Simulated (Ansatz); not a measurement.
Consider C2H6Si2 (SMILES C[Si]#[Si]C).

```yaml
atoms:
  - { symbol: C, position_ang: [-0.9220, 2.3312, -1.0329] }
  - { symbol: Si, position_ang: [-0.8396, 0.5147, -0.4114] }
  - { symbol: Si, position_ang: [0.8307, -0.5069, 0.4369] }
  - { symbol: C, position_ang: [0.9247, -2.3335, 1.0255] }
  - { symbol: H, position_ang: [-1.0057, 2.3672, -2.1316] }
  - { symbol: H, position_ang: [-1.7883, 2.8501, -0.5894] }
  - { symbol: H, position_ang: [-0.0034, 2.8589, -0.7271] }
  - { symbol: H, position_ang: [1.3144, -2.3866, 2.0559] }
  - { symbol: H, position_ang: [-0.0882, -2.7691, 1.0107] }
  - { symbol: H, position_ang: [1.5775, -2.9262, 0.3635] }
```

Computed with Ansatz, RKS revPBE-D4/6-31G*.

What will maps of the electron density and electron localisation function show?

C–Si (1.92 Å): the density is about 0.85 e/Å³ at the midpoint; the ELF peaks at about 0.95 between the atoms, as expected for localised, covalent bonding.
Si–Si (2.13 Å): ρ is about 0.62 e/Å³ halfway; the ELF peaks at about 0.80 between the atoms: a covalent bond.
C–H (1.10 Å): the density is about 1.9 e/Å³ at the midpoint; the ELF climbs to about 1 towards the hydrogen, as it does in any bond to H (a covalent bond by its length).

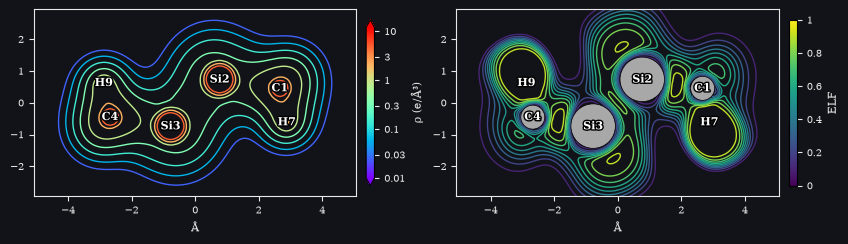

Computed electron density and electron localisation function on the plane of atoms Si2, Si3 and C4, in this order. Grey discs cover the atomic cores in the ELF map. 
